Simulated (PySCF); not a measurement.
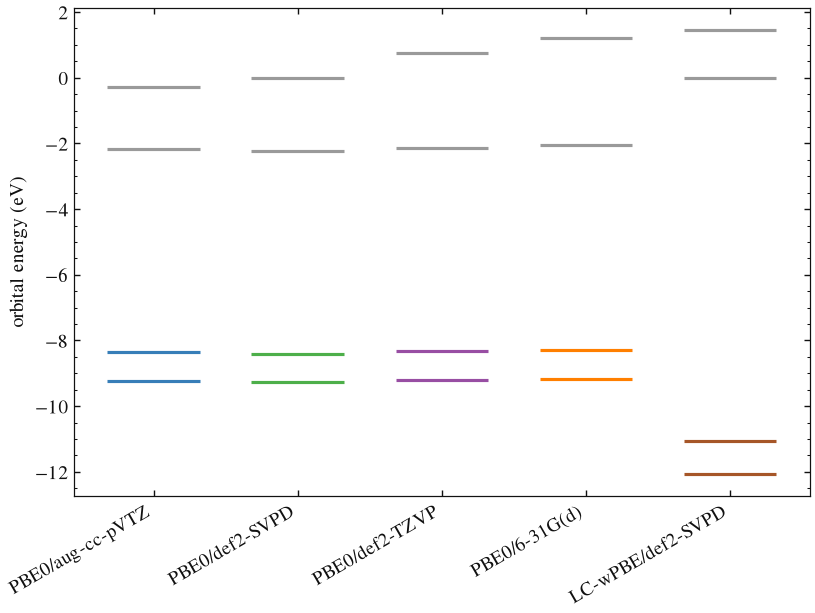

Frontier orbital energies of BGeH₃Cl₂, SMILES Cl[B](Cl)[GeH3], singlet at one geometry, PySCF 2.14.0, at a PBE0-D3(BJ)/def2-SVP geometry (no frequency check). Empty levels are grey, levels within 0.1 eV stand side by side; all columns show the same few orbitals around the gap.

How do the frontier levels move from column to column?

The separation grows from 6.16 eV (PBE0/aug-cc-pVTZ) to 11.05 eV (LC-wPBE/def2-SVPD).

```
            level  HOMO (eV)  LUMO (eV)  separation (eV)
 PBE0/aug-cc-pVTZ      −8.34      −2.18             6.16
   PBE0/def2-SVPD      −8.40      −2.24             6.16
   PBE0/def2-TZVP      −8.31      −2.14             6.17
    PBE0/6-31G(d)      −8.30      −2.05             6.25
LC-wPBE/def2-SVPD     −11.05       0.01            11.05
```

Caveats, for all or some of the runs: empty levels above zero depend strongly on the basis.
